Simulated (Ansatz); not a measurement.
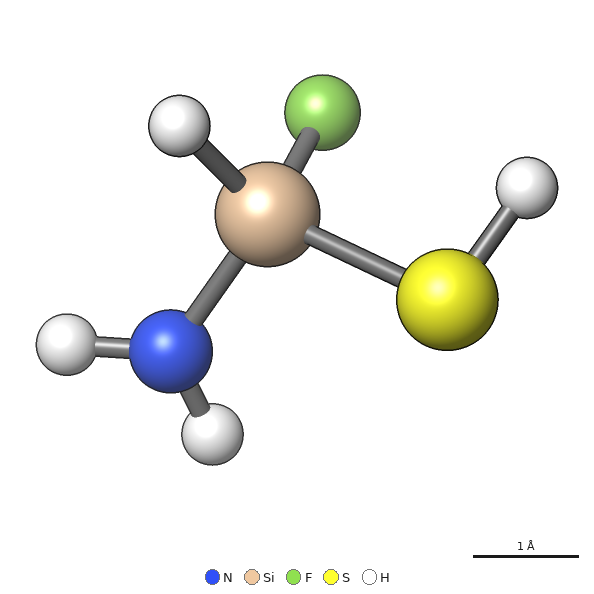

A ball-and-stick model of a molecule. Every bond is drawn as one stick, whatever its order.

What does the picture show?

Formula FH4NSSi. SMILES: `N[Si@H](F)S`. It has no ring. Among its groups: Si–H bond, Si–N bond. This geometry has C1 symmetry. Coordination, clear cases only: 1 Si tetrahedral; 1 S bent.

More results for the same structure follow; atom numbers are the same in all pictures, views and colours differ. The geometry was computed by an optimisation with PBE0-D4/def2-TZVP.

### Shape

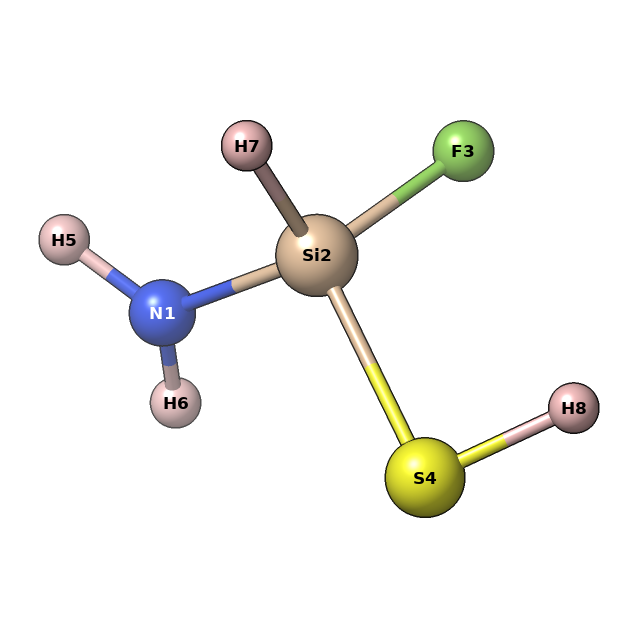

Atoms fade into the background with distance from the viewer.

Find the stereocentres and stereogenic double bonds.

Answer. Centres: Si2.

Assign CIP descriptors.

Answer. Si2: R (priorities S4 > F3 > N1 > H7).

### Vibrations

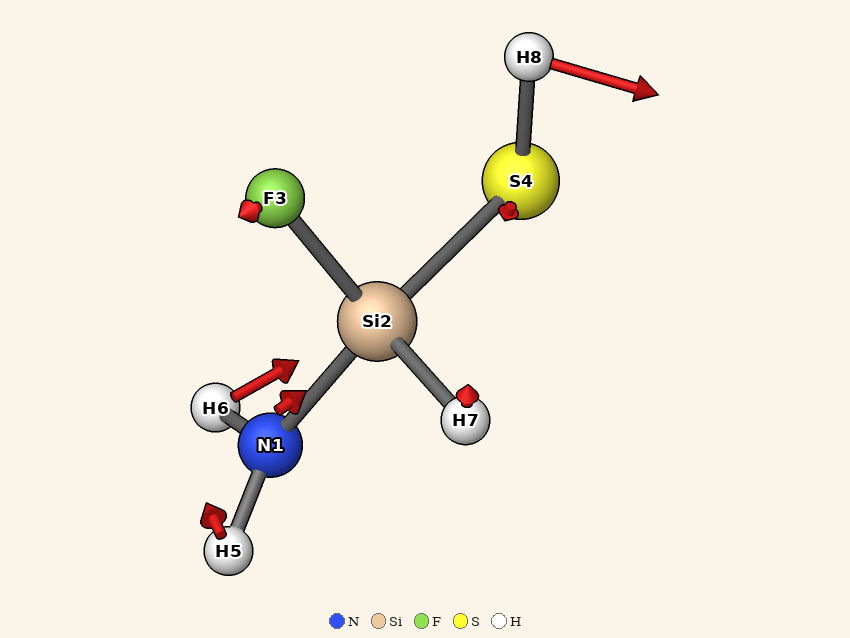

The arrows show one normal mode. Harmonic vibrations computed with RKS PBE0-D4/def2-TZVP (Ansatz 0.2.0) at a stationary point of the same level.

Estimate its harmonic wavenumber.

Answer. 185 cm⁻¹; it is mode 1 of 18 counted from the lowest.

### Dipole moment

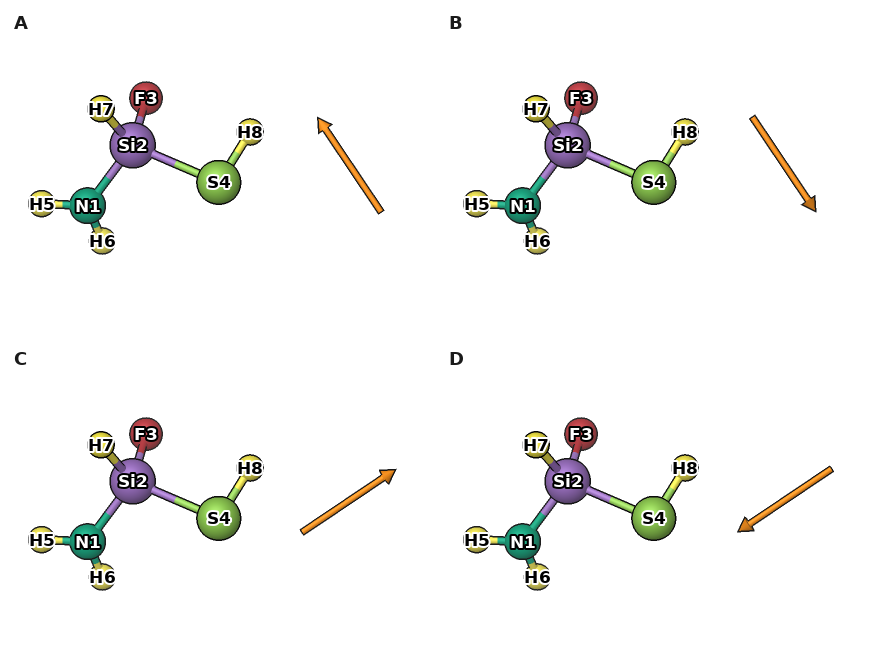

The same molecule four times, each with an arrow. Properties computed with RKS PBE-D4/def2-TZVPP (Ansatz 0.2.0).

Which arrow points along the dipole moment, from the negative to the positive end?

Answer. D. The dipole moment is 1.55 D; it points from the side of H8 to the side of H5 (the outermost atoms at the two ends).

### Charges

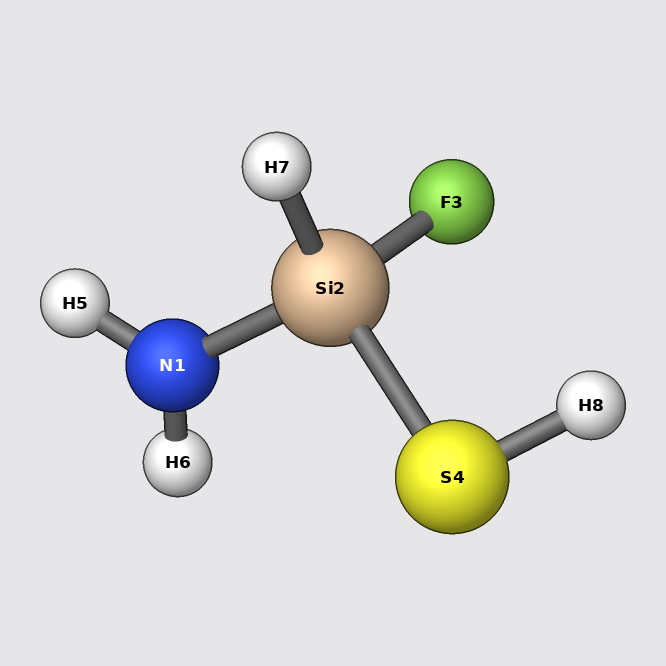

The questions are on Mulliken charges. Properties computed with RKS r2SCAN-D4/def2-TZVPP (Ansatz 0.2.0).

Which atom carries the highest charge (most positive or least negative)?

Answer. Si2 (0.70 e).

And the lowest?

Answer. N1 (−0.45 e).

List the Mulliken charges.

```csv
atom,value (e)
N1,−0.45
Si2,0.70
F3,−0.32
S4,−0.28
H5,0.17
H6,0.17
H7,−0.10
H8,0.11
```

Mulliken values depend strongly on the basis set and can even reverse the polarity of a bond.
